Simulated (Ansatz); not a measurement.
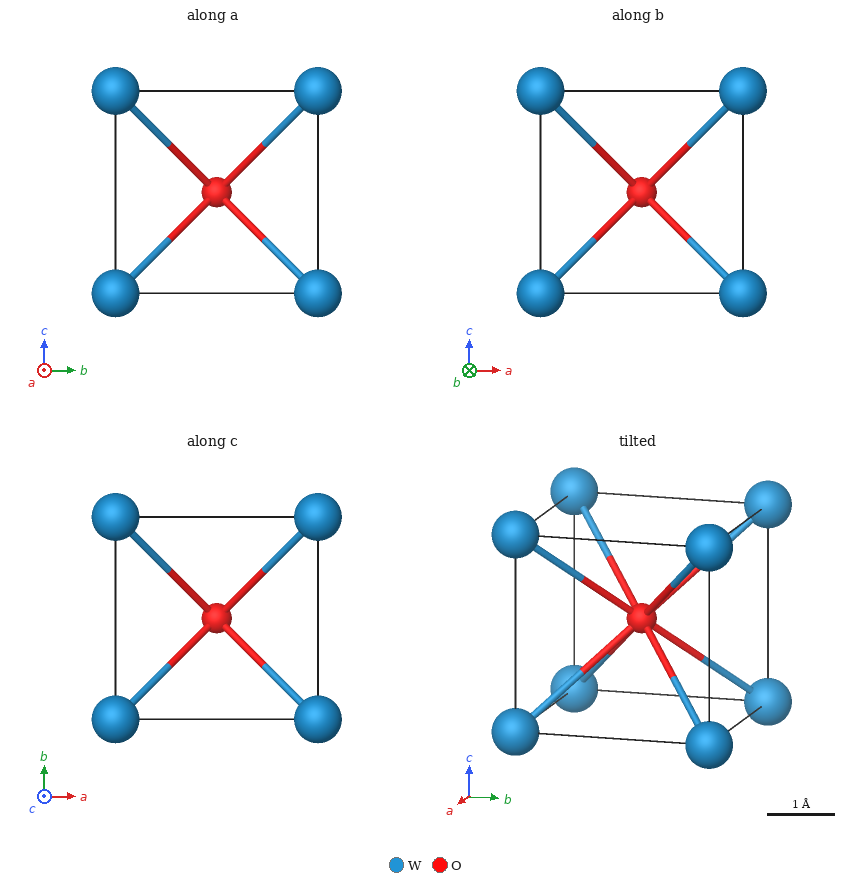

Structure drawing (ball-and-stick), viewed along the a axis, along the b axis, along the c axis and slightly off an axis. Atoms at the boundary of the conventional unit cell (the box) are drawn once for each face, edge or corner they touch.

Lattice parameters: a = 3.022 Å, b = 3.022 Å, c = 3.022 Å, α = 90.00°, β = 90.00°, γ = 90.00°.

Transcribe the picture into a table of Wyckoff sites.

Space group Pm-3m (No. 221).
```json
{"atom": "W", "site": "1a", "x": "0.0000", "y": "0.0000", "z": "0.0000"}
{"atom": "O", "site": "1b", "x": "0.5000", "y": "0.5000", "z": "0.5000"}
```

Provenance: a structure type filled with these elements by a generator (whether the compound takes this form wasn't checked). Earlier steps of the study may have refined or changed the cell and positions. It was set up as input for a calculation with Ansatz.
